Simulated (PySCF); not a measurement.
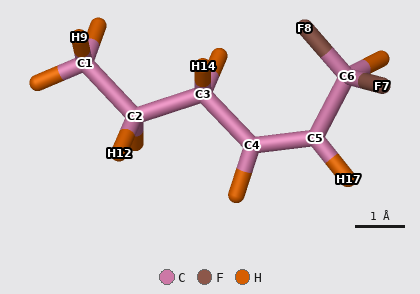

**Figure 1.** The structure as given in the input (stick view, seen at a tilt; atoms are numbered from 1 in the order of the input).

Run report: C6H10F2 (charge +1), EPR calculation

System: C6H10F2, charge +1, multiplicity 2, SMILES CCC[CH+][CH]C(F)F.
Method: UKS B3LYP, pcH-1 on C F H, non-relativistic, mean-field spin-orbit, GIAO (PySCF 2.14.0).

It belongs to a series of runs on one base structure; here: electron removed.

**Log**
```
UKS, coarse grid
  cycle   1  E = -433.87342369  |g| = 5.79e-01
  cycle   2  E = -433.40328321  |g| = 1.12e+00
  cycle   3  E = -433.97412903  |g| = 2.09e-01
  cycle   4  E = -434.00030387  |g| = 4.60e-02
  cycle   5  E = -434.00144668  |g| = 2.35e-02
  cycle   6  E = -434.00171736  |g| = 1.14e-02
  cycle   7  E = -434.00178717  |g| = 2.58e-03
  cycle   8  E = -434.00179360  |g| = 1.81e-03
  cycle   9  E = -434.00179588  |g| = 7.27e-04
UKS, final grid
  cycle   1  E = -434.00165922  |g| = 1.06e-03
  cycle   2  E = -434.00165852  |g| = 1.78e-03
  cycle   3  E = -434.00165964  |g| = 1.10e-04
  cycle   4  E = -434.00165965  |g| = 6.10e-05
  cycle   5  E = -434.00165965  |g| = 3.21e-05
  cycle   6  E = -434.00165965  |g| = 7.47e-06
E = -434.00165965 Eh   <S^2> = 0.7531 (exact 0.7500)
g shifts (ppm)      1          2          3
  rmc          -142       -142       -142
  gc             11         15         22
  oz_so          83       1248       1740
  total         -48       1120       1619
hyperfine (MHz)  atom isotope    a_iso     a_fc   dipolar eigenvalues
    0   13C      -1.19      -1.19     -0.51     -0.11      0.62
    1   13C      -5.77      -5.77     -3.05     -1.64      4.69
    2   13C     -15.57     -15.57    -11.80     -9.00     20.79
    3   13C       3.55       3.55    -24.58    -20.17     44.75
    4   13C      30.88      30.88    -41.67    -39.50     81.17
    5   13C     -19.29     -19.29     -3.31     -2.31      5.63
    6   19F      25.26      25.26    -31.57    -25.18     56.75
    7   19F       6.02       6.02    -36.18    -31.77     67.95
    8    1H       7.67       7.67     -1.38     -0.81      2.19
    9    1H      -0.68      -0.68     -0.90     -0.70      1.60
   10    1H       3.61       3.61     -1.26     -0.96      2.21
   11    1H      44.17      44.17     -3.31     -0.49      3.80
   12    1H      71.31      71.31     -3.50     -0.66      4.16
   13    1H     250.25     250.25     -9.86     -4.06     13.92
   14    1H     158.81     158.81     -8.39     -3.90     12.30
   15    1H      -8.22      -8.22    -11.70     -4.78     16.48
   16    1H     -27.25     -27.25    -18.88     -4.49     23.37
   17    1H     125.55     125.55     -5.45     -0.96      6.41
```

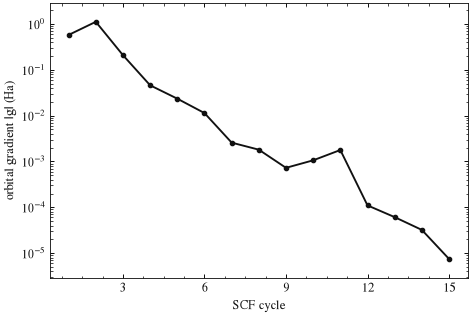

**Figure 2.** Convergence of the self-consistent field: orbital gradient |g| against the SCF cycle. All cycles printed in the log are drawn one after another.

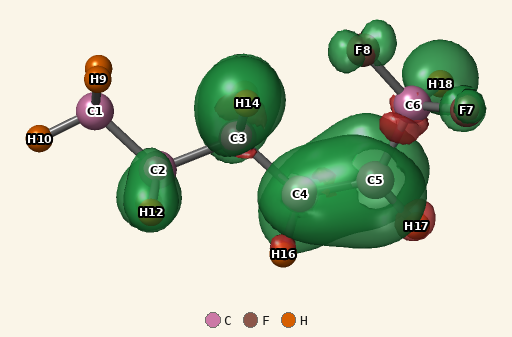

**Figure 3.** Isosurfaces of the spin density at +0.01 (green) and −0.01 e/Å³ (red), seen at a tilt. The unpaired spin (1 electron) lies mostly on C5 (about 0.4), C4 (about 0.2), C3 (about 0.1) and H14 (about 0.1), in electrons by Hirshfeld's partition.

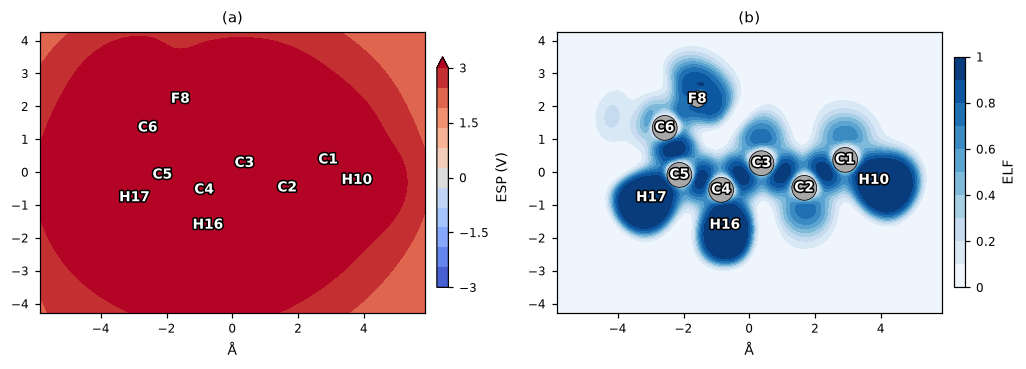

**Figure 4.** (a) molecular electrostatic potential; (b) electron localisation function on the plane of atoms C4, C5 and C6. Grey discs, where drawn, cover atomic cores. The section cuts through C, F and H sites. C–C (1.35 Å): the ELF peaks at about 0.95 between the atoms; a multiple bond by its length, whose ELF region spreads away from the axis. C–H (1.08 Å): the ELF is about 1 at the midpoint; a covalent bond by its length. C–C (1.47 Å): the ELF peaks at about 0.95 between the atoms (a covalent bond). The potential has no marked negative region in this plane.

This output came from the following input.

**Input file**
```
{"job": {"kind": "epr", "basis": "pcH-1"}, "charge": 1, "multiplicity": 2}
C     -2.690529     0.423311     0.704270
C     -1.734017    -0.350707    -0.166828
C     -0.293656     0.087054    -0.088762
C      0.658930    -0.676809    -0.912585
C      1.999098    -0.526427    -0.942115
C      2.824649     0.376109    -0.077403
F      3.880073    -0.265279     0.440169
F      2.134722     0.914077     0.952350
H     -2.447045     0.316559     1.764281
H     -3.708399     0.072143     0.558954
H     -2.656348     1.494600     0.497432
H     -1.819390    -1.425874     0.052729
H     -2.079871    -0.280033    -1.210976
H      0.056518     0.034406     0.959551
H     -0.197955     1.166226    -0.286782
H      0.244936    -1.461058    -1.537080
H      2.603890    -1.112262    -1.622119
H      3.215636     1.220282    -0.690023
```

The first line tells a small driver script what to run in PySCF; the rest is the geometry in Å.

Run as:
```bash
OMP_NUM_THREADS=1 python <driver script> task.json out
```

**Summary**

```csv
quantity,value
outcome,converged
total energy,−434.001660 hartree
⟨S²⟩,0.753
isotropic g,2.0032
hardware,"1 CPU thread, shared host"
wall time,82 s
peak memory,0.97 GiB
```
